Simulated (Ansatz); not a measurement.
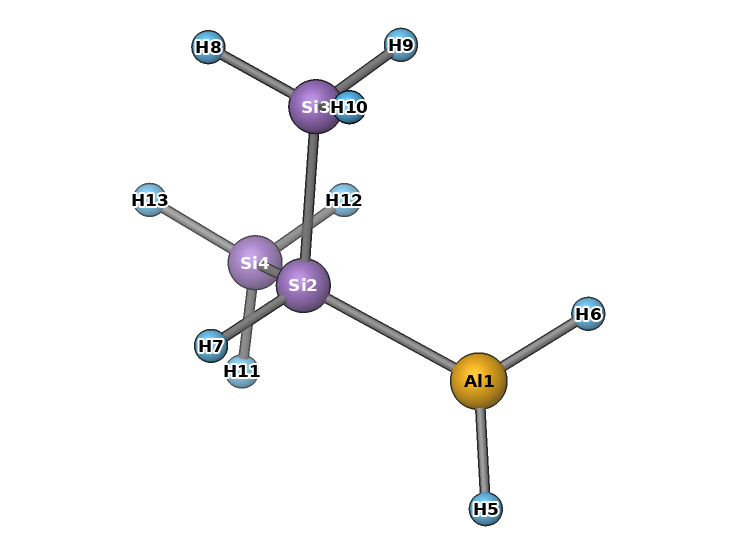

Si4 lies behind Si2. The molecule seen a little off the Si2–Si4 bond, Si2 in front. Atoms fade into the background with distance from the viewer. Computed geometry: PBE-D4/def2-SVP optimisation. No frequency run is at hand to confirm it as a minimum.

What is the torsion angle Si3–Si2–Si4–H11? The sign is positive where the front bond must turn clockwise to cover the back bond.

−179°, antiperiplanar (anti). The bonds about Si2–Si4 are staggered.
